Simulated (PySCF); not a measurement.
# Cl2F2Ti, SMILES `F[Ti](F)(Cl)Cl`: electronic structure

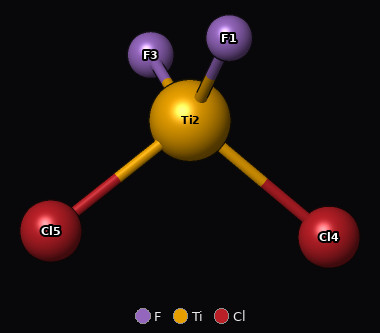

The molecule, with its atoms numbered as below. No frequency check shows the geometry to be a minimum.

Geometry (Å), atoms numbered from 1:

```
F1       0.0001   -1.2364    1.4652
Ti2     -0.0000   -0.3911    0.0000
F3      -0.0001   -1.2364   -1.4652
Cl4     -1.6653    0.9076    0.0001
Cl5      1.6654    0.9076   -0.0001
```

### 1. Bonding charge

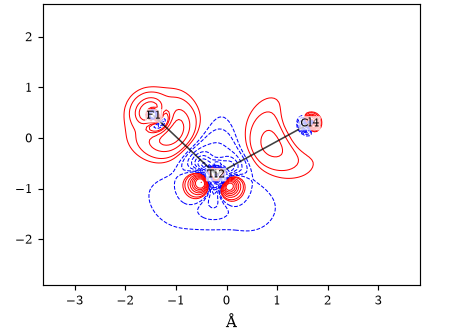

Deformation density (molecule less spherical, spin-averaged free atoms) in the plane of F1, Ti2 and Cl4; contours at ±0.05 to ±0.8 e/Å³; solid red lines: gain, dashed blue lines: loss.

PySCF calculation, ωB97X/def2-TZVP, gas phase; geometry: GFN2-xTB. This is a single-reference result, which may miss multireference character in this system.

> How much density has each bond in this plane gained at its critical point, relative to the free atoms?

Ti2–Cl4: +0.17 e/Å³ at the bond critical point (bond length 2.11 Å, Mayer order 1.2). F1–Ti2: +0.14 e/Å³ at the bond critical point (bond length 1.69 Å, Mayer order 1.0). In all, 1.2 electrons gather in the regions of gain relative to the promolecule. A small or negative value marks a very polar bond, one between electron-rich atoms, whose free-atom densities already overlap strongly, a long bond to a heavier atom, or a closed-shell contact such as a hydrogen bond.

### 2. Bond critical points

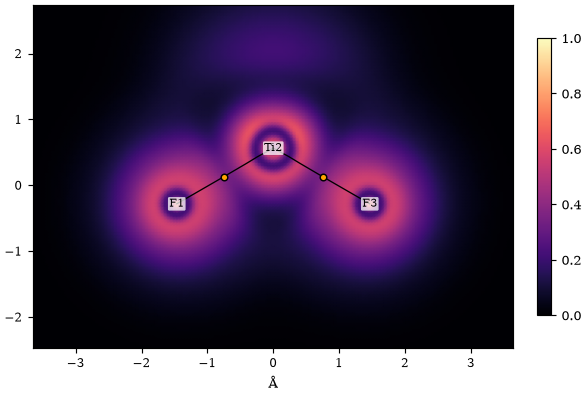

Localised orbital locator (LOL) in the plane of F1, Ti2 and F3, with bond paths and bond critical points (dots).

> What values does LOL take at the bond critical points in this plane?

Ti2–F3 and F1–Ti2: about 0.36. Values above 0.5 mark slow, localised electrons, as in shared pairs; low values at a critical point mark a polar or closed-shell contact whose critical point lies between the shells.

### 3. Local ionisation energy

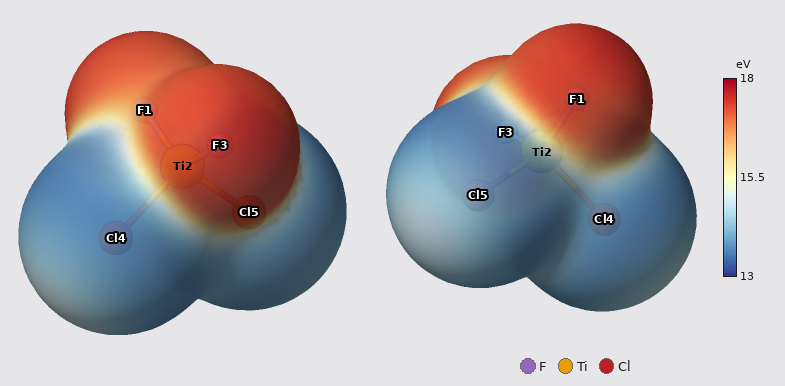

Average local ionisation energy on the surface of electron density 0.001 a.u. (back view left, front view right).

> Locate the minima of the map.

The lowest value is 13.7 eV, 2.1 Å from Cl5, and at like points elsewhere. For comparison, the highest occupied orbital lies at −12.1 eV.

### 4. In an electric field

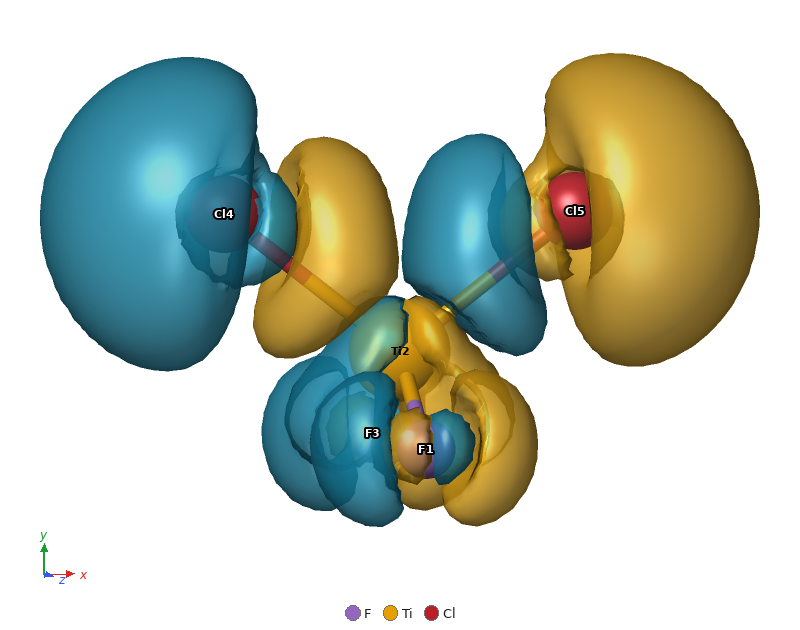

Change of the electron density in a uniform field of 0.21 V/Å, surfaces at ±0.001 e/Å³ (yellow: gain, teal: loss).

Computed with PySCF, ωB97X/def2-TZVP, geometry: GFN2-xTB. This is a single-reference result, which may miss multireference character in this system. A basis without diffuse functions makes polarisabilities too small.

The field was applied in both directions; the picture shows the one opposite to the script's first.

> Along which Cartesian direction does the field point?

Along −x: electrons gather on the +x side, against the field.

> How large is the response?

The induced dipole is 0.67 D (along the field); α along this axis, from the fields in both directions, is 66 bohr³ (9.8 Å³).

### 5. Removing or adding an electron

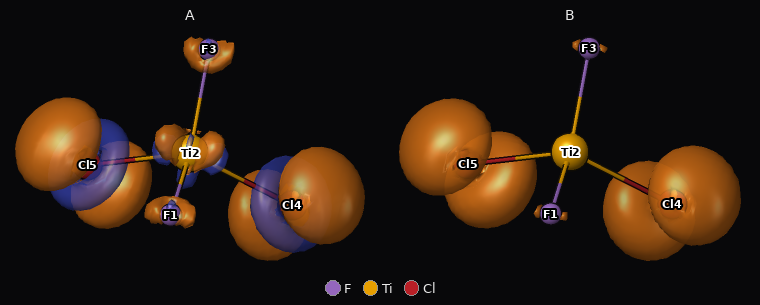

The Fukui function f⁻ from two separate SCF calculations and the density of the HOMO, at ±0.04 e/Å³ (orange positive, blue negative).

> Which panel is which, and how good is the frozen-orbital picture?

A is f⁻ (it has negative regions), B the HOMO density. The HOMO lies on Cl4 and Cl5 (46 % each) and Ti2 (7 %); f⁻ (Hirshfeld-condensed) is largest on Cl4 and Cl5 (0.38 each); the vertical ionisation energy is 12.17 eV (the stability of the cation's solution wasn't checked). Relaxation shifts 15 % of the electron between atoms. The orbital energy is −12.08 eV.
